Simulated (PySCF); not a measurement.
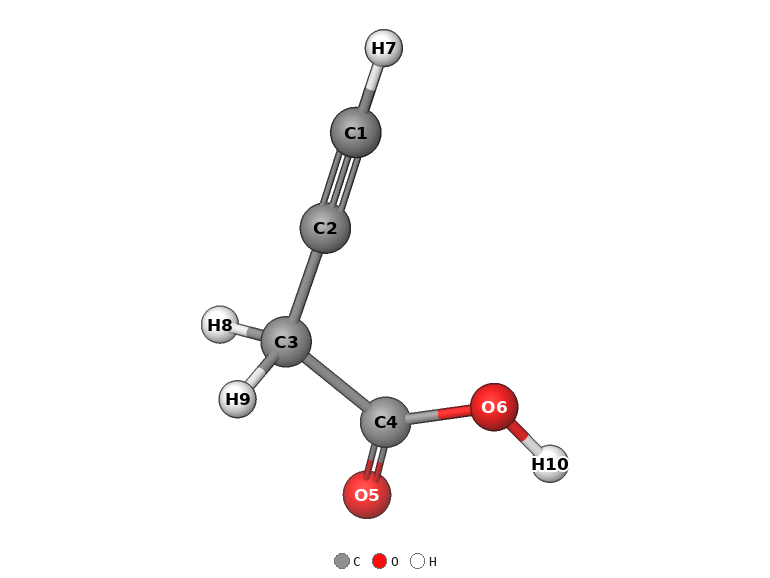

The geometry was computed by an optimisation with PBE0-D3(BJ)/def2-SVP. No frequency run is at hand to confirm it as a minimum. Electric field gradients from the ground-state density, PBE0/pcSseg-1 in benzene (IEF-PCM) (PySCF 2.14.0), non-relativistic apart from any core potentials.

Give the largest field-gradient component, the quadrupole coupling constant and the asymmetry for 17O at O5 (Q = −25.6 mb), 17O at O6 (Q = −25.6 mb), 2H at H7 (Q = 2.86 mb), 2H at H8 (Q = 2.86 mb).

```
atom  V_zz (a.u.)  e²qQ/h (MHz)     η
  O5       −1.561          9.39  0.12
  O6        1.530         −9.20  0.49
  H7        0.341         0.229  0.00
  H8        0.282         0.189  0.04
```
